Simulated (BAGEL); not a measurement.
**C2H5B (SMILES BC=C): a chain of runs**

Aim: the energy (HF/6-31G*), then a single-point energy (NEVPT2(2,2)/6-31G*), then a single-point energy (CASPT2(2,2)/6-31G*) of C2H5B. 

The results are computed with BAGEL 1.2.2.

2 further runs of the same task are left out: 2 set aside as unsound or not needed.

**1. The system as given**

C2H5B: 8 atoms, total charge 0, spin state singlet. SMILES: `BC=C`. One bond was lengthened or shortened from a relaxed shape.

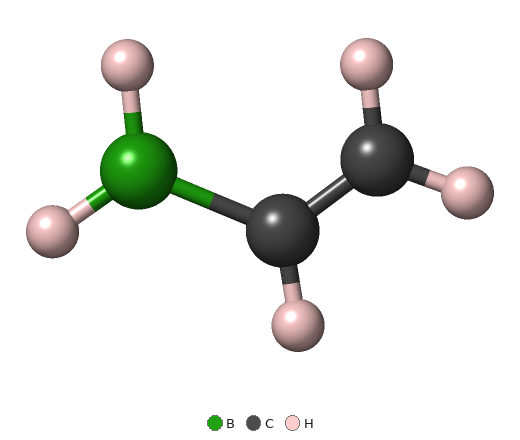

The structure, seen from a chosen angle (boron green, carbon dark grey, hydrogen pink).

**2. A single-point energy at HF/6-31G(d) (density fitting with svp-jkfit, spherical functions) (run 1)**

job.json reads:

```json
{ "bagel": [

{
  "title": "molecule",
  "basis": "6-31gs.json",
  "df_basis": "svp-jkfit",
  "geometry": [
    { "atom": "B", "xyz": [ -1.43694963,  1.82686061, -1.60935313 ] },
    { "atom": "C", "xyz": [  0.60849181,  0.51684010,  0.67557709 ] },
    { "atom": "C", "xyz": [  0.86832915, -1.99233825,  0.87966751 ] },
    { "atom": "H", "xyz": [ -2.58439134,  0.42770738, -2.97165669 ] },
    { "atom": "H", "xyz": [ -1.70831431,  4.06051688, -1.83517540 ] },
    { "atom": "H", "xyz": [  1.69584022,  1.69980865,  1.96021291 ] },
    { "atom": "H", "xyz": [ -0.17517761, -3.25505325, -0.35791413 ] },
    { "atom": "H", "xyz": [  2.10572182, -2.87956467,  2.25916758 ] }
  ]
},
{
  "title": "hf"
},
{
  "title": "print",
  "file": "orbitals.molden",
  "orbitals": true
}

]}
```

The basis set 6-31G* is read from a file made from the Basis Set Exchange's data (not shown).

Started as:

```
$ BAGEL_NUM_THREADS=1 BAGEL job.json > job.out
```

Log:

```text
* using 1 threads per process

  ===============================================================
  ===============================================================

  *** Geometry ***

  { "atom" : "B", "xyz" : [     -1.436950,      1.826861,     -1.609353 ] },
  { "atom" : "C", "xyz" : [      0.608492,      0.516840,      0.675577 ] },
  { "atom" : "C", "xyz" : [      0.868329,     -1.992338,      0.879668 ] },
  { "atom" : "H", "xyz" : [     -2.584391,      0.427707,     -2.971657 ] },
  { "atom" : "H", "xyz" : [     -1.708314,      4.060517,     -1.835175 ] },
  { "atom" : "H", "xyz" : [      1.695840,      1.699809,      1.960213 ] },
  { "atom" : "H", "xyz" : [     -0.175178,     -3.255053,     -0.357914 ] },
  { "atom" : "H", "xyz" : [      2.105722,     -2.879565,      2.259168 ] },

  Number of auxiliary basis functions:      315

  Since a DF basis is specified, we compute 2- and 3-index integrals:
    o Being stored without compression. Storage requirement is 0.007 GB

  Number of basis functions:       52
  Number of electrons      :       22

    * METHOD: MOLECULE                             0.08

  *** RHF ***

  === Nuclear Repulsion ===
    55.6562551290

      * DIIS with orbital gradients will be used.

  === RHF iteration (6-31gs.json) ===
      0       -103.19996213          0.01760288           0.01
      1       -103.26300833          0.00577877           0.01
      2       -103.27005413          0.00192861           0.01
      3       -103.27090904          0.00017073           0.01
      4       -103.27091829          0.00007130           0.01
      5       -103.27091978          0.00002029           0.01
      6       -103.27091993          0.00000658           0.01
      7       -103.27091995          0.00000190           0.01
      8       -103.27091996          0.00000024           0.01
      9       -103.27091996          0.00000007           0.01
     10       -103.27091996          0.00000002           0.01
     11       -103.27091996          0.00000000           0.01
    * SCF iteration converged.

    * Permanent dipole moment:
           (   -0.074021,     0.142479,    -0.079383) a.u.

    * METHOD: HF                                   0.20

    * METHOD: PRINT                                0.01

  ===============================================================
```

Wall time 0.42 s (1 thread of Arm Neoverse V1, shared host); peak memory 0.15 GiB.

**3. A single-point energy at NEVPT2(2,2)/6-31G(d) (density fitting with svp-jkfit, spherical functions) (run 2)**

input.json reads:

```json
{ "bagel" : [

{
  "title" : "molecule",
  "basis" : "6-31gs.json",
  "df_basis" : "svp-jkfit",
  "angstrom" : false,
  "geometry" : [
    { "atom" : "B", "xyz" : [    -1.43694963,     1.82686061,    -1.60935313 ] },
    { "atom" : "C", "xyz" : [     0.60849181,     0.51684010,     0.67557709 ] },
    { "atom" : "C", "xyz" : [     0.86832915,    -1.99233825,     0.87966751 ] },
    { "atom" : "H", "xyz" : [    -2.58439134,     0.42770738,    -2.97165669 ] },
    { "atom" : "H", "xyz" : [    -1.70831431,     4.06051688,    -1.83517540 ] },
    { "atom" : "H", "xyz" : [     1.69584022,     1.69980865,     1.96021291 ] },
    { "atom" : "H", "xyz" : [    -0.17517761,    -3.25505325,    -0.35791413 ] },
    { "atom" : "H", "xyz" : [     2.10572182,    -2.87956467,     2.25916758 ] }
  ]
},

{ "title" : "hf" },

{ "title" : "nevpt2", "nstate" : 1, "nact" : 2, "nclosed" : 10, "active" : [10, 16], "maxiter" : 200, "natocc" : true, "ncore" : 3 },

{ "title" : "print", "file" : "orbitals.molden", "orbitals" : true }

]}
```

The basis set 6-31G* is read from a file made from the Basis Set Exchange's data (not shown).

Started as:

```
$ BAGEL_NUM_THREADS=1 BAGEL input.json > input.out
```

Log:

```text
* using 1 threads per process

  ===============================================================
  ===============================================================

  *** Geometry ***

  { "atom" : "B", "xyz" : [     -1.436950,      1.826861,     -1.609353 ] },
  { "atom" : "C", "xyz" : [      0.608492,      0.516840,      0.675577 ] },
  { "atom" : "C", "xyz" : [      0.868329,     -1.992338,      0.879668 ] },
  { "atom" : "H", "xyz" : [     -2.584391,      0.427707,     -2.971657 ] },
  { "atom" : "H", "xyz" : [     -1.708314,      4.060517,     -1.835175 ] },
  { "atom" : "H", "xyz" : [      1.695840,      1.699809,      1.960213 ] },
  { "atom" : "H", "xyz" : [     -0.175178,     -3.255053,     -0.357914 ] },
  { "atom" : "H", "xyz" : [      2.105722,     -2.879565,      2.259168 ] },

  Number of auxiliary basis functions:      315

  Since a DF basis is specified, we compute 2- and 3-index integrals:
    o Being stored without compression. Storage requirement is 0.007 GB

  Number of basis functions:       52
  Number of electrons      :       22

    * METHOD: MOLECULE                             0.08

  *** RHF ***

  === Nuclear Repulsion ===
    55.6562551290

      * DIIS with orbital gradients will be used.

  === RHF iteration (6-31gs.json) ===
      0       -103.19996213          0.01760288           0.01
      1       -103.26300833          0.00577877           0.01
      2       -103.27005413          0.00192861           0.01
      3       -103.27090904          0.00017073           0.01
      4       -103.27091829          0.00007130           0.01
      5       -103.27091978          0.00002029           0.01
      6       -103.27091993          0.00000658           0.01
      7       -103.27091995          0.00000190           0.01
      8       -103.27091996          0.00000024           0.01
      9       -103.27091996          0.00000007           0.01
     10       -103.27091996          0.00000002           0.01
     11       -103.27091996          0.00000000           0.01
    * SCF iteration converged.

    * Permanent dipole moment:
           (   -0.074021,     0.142479,    -0.079383) a.u.

    * METHOD: HF                                   0.20

    * freezing 3 orbitals
  ---------------------------
      CASSCF calculation
  ---------------------------

    ==== Active orbitals : =====
         Orbital 10
         Orbital 16
    ============================

    * nstate   :      1
    * nclosed  :     10
    * nact     :      2
    * nvirt    :     40
  === CASSCF iteration (6-31gs.json) ===

    * Using the second-order algorithm

      0  0      -103.27133299     1.59e-04      0.01

      1  0      -103.27563353     9.22e-04      0.05

      2  0      -103.28423894     1.04e-03      0.06

      3  0      -103.28681932     2.68e-04      0.06

      4  0      -103.28689293     7.74e-05      0.06

      5  0      -103.28689440     2.25e-05      0.07

      6  0      -103.28689444     6.60e-06      0.07

      7  0      -103.28689445     1.90e-06      0.08

      8  0      -103.28689445     5.40e-07      0.07

      9  0      -103.28689445     1.53e-07      0.07

     10  0      -103.28689445     4.32e-08      0.06

     11  0      -103.28689445     1.22e-08      0.05

     12  0      -103.28689445     3.47e-09      0.05

    * Second-order optimization converged. *

     guess   0:   closed 1.                   open ..

  === FCI iteration ===

      0  0      -103.27070555     7.68e-02      0.00
      1  0      -103.28689311     5.39e-04      0.00
      2  0 *    -103.28689445     9.14e-16      0.00

     * ci vector, state   0, <S^2> = 0.0000
       2.     0.9944932040
       .2    -0.1048010843

  === DF-NEVPT2 calculation ===

    * 3-index integral transformation done
    * assembly done

      NEVPT2 correlation energy:   -0.3013085254      0.05

          (+0)     -0.2356679261
          (+0)'    -0.0217666841
          (+1)     -0.0049982425
          (+1)'    -0.0000000000
          (+2)     -0.0002187851
          (-1)     -0.0315953100
          (-1)'     0.0000000000
          (-2)     -0.0070615775

      NEVPT2 total energy:       -103.5882029719

    * METHOD: NEVPT2                               0.85

    * METHOD: PRINT                                0.01

  ===============================================================
```

Wall time 1.3 s (1 thread of Arm Neoverse V1, shared host); peak memory 0.15 GiB.

**4. A single-point energy at CASPT2(2,2)/6-31G(d) (density fitting with svp-jkfit, spherical functions) (run 3)**

caspt2.json reads:

```json
{ "bagel": [

{
  "title": "molecule",
  "basis": "6-31gs.json",
  "df_basis": "svp-jkfit",
  "angstrom": false,
  "geometry": [
    { "atom": "B", "xyz": [ -1.43694963,  1.82686061, -1.60935313 ] },
    { "atom": "C", "xyz": [  0.60849181,  0.51684010,  0.67557709 ] },
    { "atom": "C", "xyz": [  0.86832915, -1.99233825,  0.87966751 ] },
    { "atom": "H", "xyz": [ -2.58439134,  0.42770738, -2.97165669 ] },
    { "atom": "H", "xyz": [ -1.70831431,  4.06051688, -1.83517540 ] },
    { "atom": "H", "xyz": [  1.69584022,  1.69980865,  1.96021291 ] },
    { "atom": "H", "xyz": [ -0.17517761, -3.25505325, -0.35791413 ] },
    { "atom": "H", "xyz": [  2.10572182, -2.87956467,  2.25916758 ] }
  ]
},
{
  "title": "hf"
},
{
  "title": "casscf",
  "nstate": 1,
  "nact": 2,
  "nclosed": 10,
  "active": [10, 16],
  "maxiter": 200,
  "natocc": true
},
{
  "title": "print",
  "file": "orbitals.molden",
  "orbitals": true
},
{
  "title": "smith",
  "method": "caspt2",
  "ms": true,
  "xms": true,
  "sssr": true,
  "shift": 0.2,
  "shift_imag": true,
  "ncore": 3
}

]}
```

The basis set 6-31G* is read from a file made from the Basis Set Exchange's data (not shown).

Started as:

```
$ BAGEL_NUM_THREADS=1 BAGEL caspt2.json > caspt2.out
```

Log:

```text
* using 1 threads per process

  ===============================================================
  ===============================================================

  *** Geometry ***

  { "atom" : "B", "xyz" : [     -1.436950,      1.826861,     -1.609353 ] },
  { "atom" : "C", "xyz" : [      0.608492,      0.516840,      0.675577 ] },
  { "atom" : "C", "xyz" : [      0.868329,     -1.992338,      0.879668 ] },
  { "atom" : "H", "xyz" : [     -2.584391,      0.427707,     -2.971657 ] },
  { "atom" : "H", "xyz" : [     -1.708314,      4.060517,     -1.835175 ] },
  { "atom" : "H", "xyz" : [      1.695840,      1.699809,      1.960213 ] },
  { "atom" : "H", "xyz" : [     -0.175178,     -3.255053,     -0.357914 ] },
  { "atom" : "H", "xyz" : [      2.105722,     -2.879565,      2.259168 ] },

  Number of auxiliary basis functions:      315

  Since a DF basis is specified, we compute 2- and 3-index integrals:
    o Being stored without compression. Storage requirement is 0.007 GB

  Number of basis functions:       52
  Number of electrons      :       22

    * METHOD: MOLECULE                             0.08

  *** RHF ***

  === Nuclear Repulsion ===
    55.6562551290

      * DIIS with orbital gradients will be used.

  === RHF iteration (6-31gs.json) ===
      0       -103.19996213          0.01760288           0.01
      1       -103.26300833          0.00577877           0.01
      2       -103.27005413          0.00192861           0.01
      3       -103.27090904          0.00017073           0.01
      4       -103.27091829          0.00007130           0.01
      5       -103.27091978          0.00002029           0.01
      6       -103.27091993          0.00000658           0.01
      7       -103.27091995          0.00000190           0.01
      8       -103.27091996          0.00000024           0.01
      9       -103.27091996          0.00000007           0.01
     10       -103.27091996          0.00000002           0.01
     11       -103.27091996          0.00000000           0.01
    * SCF iteration converged.

    * Permanent dipole moment:
           (   -0.074021,     0.142479,    -0.079383) a.u.

    * METHOD: HF                                   0.20

  ---------------------------
      CASSCF calculation
  ---------------------------

    ==== Active orbitals : =====
         Orbital 10
         Orbital 16
    ============================

    * nstate   :      1
    * nclosed  :     10
    * nact     :      2
    * nvirt    :     40
  === CASSCF iteration (6-31gs.json) ===

    * Using the second-order algorithm

      0  0      -103.27133299     1.59e-04      0.01

      1  0      -103.27563353     9.22e-04      0.05

      2  0      -103.28423894     1.04e-03      0.06

      3  0      -103.28681932     2.68e-04      0.06

      4  0      -103.28689293     7.74e-05      0.06

      5  0      -103.28689440     2.25e-05      0.06

      6  0      -103.28689444     6.60e-06      0.07

      7  0      -103.28689445     1.90e-06      0.07

      8  0      -103.28689445     5.40e-07      0.06

      9  0      -103.28689445     1.53e-07      0.07

     10  0      -103.28689445     4.32e-08      0.05

     11  0      -103.28689445     1.22e-08      0.05

     12  0      -103.28689445     3.47e-09      0.05

    * Second-order optimization converged. *

     guess   0:   closed 1.                   open ..

  === FCI iteration ===

      0  0      -103.27070555     7.68e-02      0.00
      1  0      -103.28689311     5.39e-04      0.00
      2  0 *    -103.28689445     9.14e-16      0.00

     * ci vector, state   0, <S^2> = 0.0000
       2.     0.9944932040
       .2    -0.1048010843

    * METHOD: CASSCF                               0.76

    * METHOD: PRINT                                0.01

  === SMITH program ===

    * freezing 3 orbitals

    * Approximate memory requirement for SMITH calulation per MPI process:
      o Storage requirement for T-amplitude, lambda, and residual is 0.00 GB
      o Storage requirement for MO integrals is 0.00 GB
    * Calculating and saving rdm4f

    * Zeroth order energy : state  0       -1.0386721759

    * CASPT2 iteration is performed using orthogonal basis

      -------------------------------------------  CASPT2 iteration  ---------------------------------------------------
       #      aibj      arbs      arbi      airj      risj      airs      arst      rist         Etot      error   time
      ------------------------------------------------------------------------------------------------------------------

       0  -0.23525  -0.00850  -0.03215  -0.00565  -0.00033  -0.01871  -0.00000  -0.00000   -0.3005979  0.0025842   0.02
       1  -0.23551  -0.00858  -0.03233  -0.00581  -0.00036  -0.01924  -0.00000  -0.00000   -0.3018416  0.0004157   0.02
       2  -0.23554  -0.00858  -0.03233  -0.00582  -0.00037  -0.01925  -0.00000  -0.00000   -0.3018865  0.0000773   0.02
       3  -0.23554  -0.00858  -0.03233  -0.00581  -0.00037  -0.01926  -0.00000  -0.00000   -0.3018877  0.0000138   0.02
       4  -0.23554  -0.00858  -0.03233  -0.00581  -0.00037  -0.01926  -0.00000  -0.00000   -0.3018877  0.0000029   0.02
       5  -0.23554  -0.00858  -0.03233  -0.00581  -0.00037  -0.01926  -0.00000  -0.00000   -0.3018877  0.0000006   0.02

      ------------------------------------------------------------------------------------------------------------------

    * CASPT2 energy : state  0     -103.5908039648
        w/o shift correction       -103.5887821909
        reference weight              0.8979008425

    * METHOD: SMITH                                0.16

  ===============================================================
```

Wall time 1.3 s (1 thread of Arm Neoverse V1, shared host); peak memory 0.15 GiB.

**5. What came out**

```
                               quantity          value
         run 1, HF/6-31G*: total energy  -103.27092 Eh
        run 1, HF/6-31G*: dipole moment         0.46 D
          run 1, HF/6-31G*: HOMO energy      -10.13 eV
          run 1, HF/6-31G*: LUMO energy        2.22 eV
        run 1, HF/6-31G*: HOMO–LUMO gap       12.35 eV
run 2, NEVPT2(2,2)/6-31G*: total energy  -103.58820 Eh
run 3, CASPT2(2,2)/6-31G*: total energy  -103.59080 Eh
```
